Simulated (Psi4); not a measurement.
# Two attempts at N2 (nitrogen)

Aim: the energy in a field of N2 (nitrogen) at UHF/def2-SV(P) (sfX2C, Cholesky decomposition, dipole perturbation λ (added as +λ·μ, a field of −λ) (0, 0.005, 0) a.u.).

Program for the calculation: Psi4 1.11.

4 further runs of the same task are left out: 4 set aside as unsound or not needed.

### Step 1. The structure to begin with

The species is N2 (2 atoms), meant as a singlet with charge 0. As SMILES, `N#N`. Geometry: relaxed at PBE0-D4/def2-TZVP.

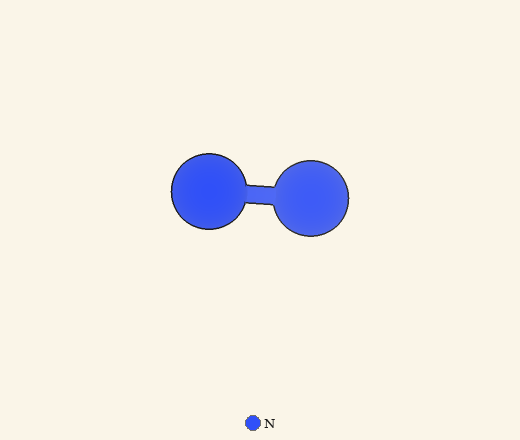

Viewed from a chosen angle; nitrogen blue.

### Step 2. First attempt

Contents of n2.xyz:

```xyz
2
N2
N      0.465500    -0.150300     0.239800
N     -0.465500     0.150300    -0.239800
```

Contents of calc.py:

```python
import psi4

psi4.set_memory(1600000000)
psi4.set_num_threads(1)
psi4.core.set_output_file('n2.out', False)

with open('n2.xyz') as f:
    atoms = ''.join(f.readlines()[2:])
geom = psi4.geometry('0 1\n' + atoms + 'symmetry c1\nno_reorient\nno_com')

psi4.set_options({
    'reference': 'uhf',
    'scf_type': 'direct',
    'perturb_h': True,
    'perturb_with': 'dipole',
    'perturb_dipole': [0.0, 0.005, 0.0],
    'ints_tolerance': 0.01,
    'maxiter': 50,
    'relativistic': 'x2c',
})

E, wfn = psi4.energy("hf/def2-SV(P)", return_wfn=True)
print('E =', round(E, 9))
for k, v in sorted(psi4.core.scalar_variables().items()):
    print(f'{k:45s} {v:18.10f}')
```

Launch:

```sh
python calc.py
```

n2.out:

```text
[...]
  Running in c1 symmetry.
[...]
  Nuclear repulsion =   23.798341769446314
[...]
  Multiplicity = 1
[...]
  Nalpha       = 7
  Nbeta        = 7
[...]
    Number of basis functions: 28
[...]
    WARNING: The X2C and Dirac Hamiltonians have substatially different eigenvalues!
             This is probably caused by the recontraction of the basis set.
[...]
   @DF-UHF iter   1:  -108.90358039444629   -8.21773e-01   3.47844e-03 DIIS/ADIIS
[...]
   @UHF iter  13:  -108.89255946910740   -4.66453e-09   9.85920e-07 DIIS
[...]
   @S^2 Observed:               -2.042810365E-14
[...]
    Orbital Energies [Eh]
    ---------------------
    Alpha Occupied:
       1A    -15.685869     2A    -15.683330     3A     -1.458186
       4A     -0.776244     5A     -0.631083     6A     -0.616245
       7A     -0.616056
    Alpha Virtual:
       8A      0.172782     9A      0.172784    10A      0.621857
      11A      0.754963    12A      0.813913    13A      0.864638
      14A      0.864762    15A      0.923718    16A      1.048522
      17A      1.048687    18A      1.217849    19A      2.148403
      20A      2.148405    21A      2.149497    22A      2.149497
      23A      2.677556    24A      2.677556    25A      3.049324
[...]
  @UHF Final Energy:  -108.89255946910740
   => Energetics <=
    Nuclear Repulsion Energy =             23.7983417694463135
    One-Electron Energy =                -194.4477650531803476
    Two-Electron Energy =                  61.7568638146266267
    Total Energy =                       -108.8925594691073968
  UHF NO Occupations:
  HONO-2 :    5  A 2.0000000
  HONO-1 :    6  A 2.0000000
[...]
 Multipole Moments:
 ------------------------------------------------------------------------------------
     Multipole            Electronic (a.u.)      Nuclear  (a.u.)        Total (a.u.)
 ------------------------------------------------------------------------------------
 L = 1.  Multiply by 2.5417464519 to convert [e a0] to [Debye]
 Dipole X            :          0.0088230            0.0000000            0.0088230
 Dipole Y            :         -0.0318535            0.0000000           -0.0318535
 Dipole Z            :          0.0045451            0.0000000            0.0045451
 Magnitude           :                                                    0.0333639
[...]
```

On the terminal:

```text
E = -108.892559469
CURRENT ENERGY                                   -108.8925594691
CURRENT REFERENCE ENERGY                         -108.8925594691
DD SOLVATION ENERGY                                 0.0000000000
HF KINETIC ENERGY                                 108.3292676389
HF POTENTIAL ENERGY                              -217.2218271080
HF TOTAL ENERGY                                  -108.8925594691
HF VIRIAL RATIO                                     2.0051998120
NUCLEAR REPULSION ENERGY                           23.7983417694
ONE-ELECTRON ENERGY                              -194.4477650532
PCM POLARIZATION ENERGY                             0.0000000000
PE ENERGY                                           0.0000000000
SCF ITERATION ENERGY                             -108.8925594691
SCF ITERATIONS                                     13.0000000000
SCF TOTAL ENERGY                                 -108.8925594691
TWO-ELECTRON ENERGY                                61.7568638146
```

Wall time 1.3 s (1 thread of INTEL XEON PLATINUM 8581C at 2.30GHz (Emerald Rapids), shared host); peak memory 0.19 GiB.

### Step 3. Reading the log

It ran to the end. The result can't be trusted all the same.

The cause is that the screening of the two-electron integrals is far too loose. Among its listed settings the sound run differs in this, and the input shows the rest: integrals cd in place of direct; integral approximation Cholesky in place of none.

### Step 4. Second attempt

n2.xyz is that of step 2.

Contents of job.py:

```python
import psi4

psi4.set_memory('1600 MB')
psi4.set_num_threads(1)
psi4.set_output_file('n2.out', False)

with open('n2.xyz') as f:
    atoms = ''.join(f.readlines()[2:])
molecule = psi4.geometry('0 1\n' + atoms + 'symmetry c1\nno_reorient\nno_com')

psi4.set_options({
    'reference': 'uhf',
    'scf_type': 'cd',
    'perturb_h': True,
    'perturb_with': 'dipole',
    'perturb_dipole': [0.0, 0.005, 0.0],
    'relativistic': 'x2c',
})

e = psi4.energy("scf/def2-SV(P)", molecule=molecule)
print('E =', round(e, 9))
```

Launch:

```sh
python job.py
```

n2.out:

```text
[...]
  Running in c1 symmetry.
[...]
  Nuclear repulsion =   23.798341769446314
[...]
  Multiplicity = 1
[...]
  Nalpha       = 7
  Nbeta        = 7
[...]
    Number of basis functions: 28
[...]
    WARNING: The X2C and Dirac Hamiltonians have substatially different eigenvalues!
             This is probably caused by the recontraction of the basis set.
[...]
   @UHF iter   1:  -108.90369370130237   -8.21877e-01   3.48047e-03 ADIIS/DIIS
[...]
   @UHF iter   7:  -108.90871530317979   -3.18742e-09   2.34172e-07 DIIS
[...]
   @S^2 Observed:               -3.552713679E-15
[...]
    Orbital Energies [Eh]
    ---------------------
    Alpha Occupied:
       1A    -15.694548     2A    -15.690955     3A     -1.470321
       4A     -0.762681     5A     -0.635070     6A     -0.620044
       7A     -0.619863
    Alpha Virtual:
       8A      0.171685     9A      0.171696    10A      0.691812
      11A      0.722242    12A      0.832256    13A      0.859022
      14A      0.874905    15A      0.875030    16A      1.056457
      17A      1.056536    18A      1.419090    19A      2.141901
      20A      2.141937    21A      2.147527    22A      2.147639
      23A      2.680753    24A      2.680797    25A      3.057075
[...]
  @UHF Final Energy:  -108.90871530317979
   => Energetics <=
    Nuclear Repulsion Energy =             23.7983417694463135
    One-Electron Energy =                -194.4271550552897168
    Two-Electron Energy =                  61.7200979826636029
    Total Energy =                       -108.9087153031797897
  UHF NO Occupations:
  HONO-2 :    5  A 2.0000000
  HONO-1 :    6  A 2.0000000
[...]
 Multipole Moments:
 ------------------------------------------------------------------------------------
     Multipole            Electronic (a.u.)      Nuclear  (a.u.)        Total (a.u.)
 ------------------------------------------------------------------------------------
 L = 1.  Multiply by 2.5417464519 to convert [e a0] to [Debye]
 Dipole X            :          0.0090572            0.0000000            0.0090572
 Dipole Y            :         -0.0316064            0.0000000           -0.0316064
 Dipole Z            :          0.0046665            0.0000000            0.0046665
 Magnitude           :                                                    0.0332081
[...]
```

The script printed:

```text
E = -108.908715303
```

It took 1.2 s on 1 thread of INTEL XEON PLATINUM 8581C at 2.30GHz (Emerald Rapids), shared host; peak memory 0.19 GiB.

### Step 5. Outcome

At UHF/def2-SV(P) (sfX2C, Cholesky decomposition, dipole perturbation λ (added as +λ·μ, a field of −λ) (0, 0.005, 0) a.u.):

```
     quantity          value
 total energy  -108.90872 Eh
dipole moment         0.08 D
HOMO–LUMO gap       21.54 eV
```

**Reading.** The first attempt's energy was +0.440 eV off this one.
